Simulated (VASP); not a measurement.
Band structure of ZrNb (space group Pm-3m). Calculation: PBE GGA, VASP's PBE PAW potentials (set 64) (plane waves; VASP).

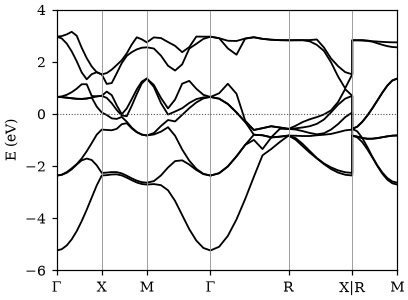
Figure. Bands along high-symmetry lines, zero at the valence-band maximum or, without a gap, the Fermi level

### Question
Read the plot: is there a gap, and where are the band edges?

### Answer
It has no gap at this level: it comes out as a metal or semimetal.

The structure was generated: ZrNb was put into an ordered model structure, which need not be its known phase. The cell was not relaxed at this level. The electron count is odd and the run is not spin-polarised, which forces a metal.
